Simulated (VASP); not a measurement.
Band structure of TlBi (relaxed from the CsCl type structure, space group Pm-3m). Method: PBEsol GGA, VASP's PBE PAW potentials (set 64) (plane waves; VASP).

Unless said otherwise, spin-orbit coupling is left out, though it shifts the bands of the heavy elements here.

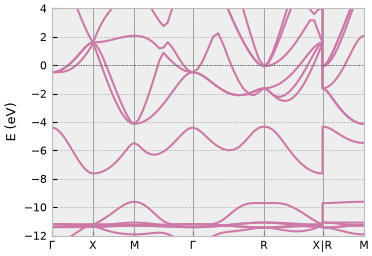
Fig. 1. Bands along high-symmetry lines, zero at the valence-band maximum or, without a gap, the Fermi level

Task: Read the plot: is there a gap, and where are the band edges?

Result: It has no gap at this level: it comes out as a metal or semimetal. (Edges off the drawn lines would not show.)

The structure was generated: TlBi was put into the CsCl type type (Pm-3m), which need not be its known phase. It was relaxed first, which changed the volume by +6 %. VASP warned that the highest band is occupied, so more bands are needed.
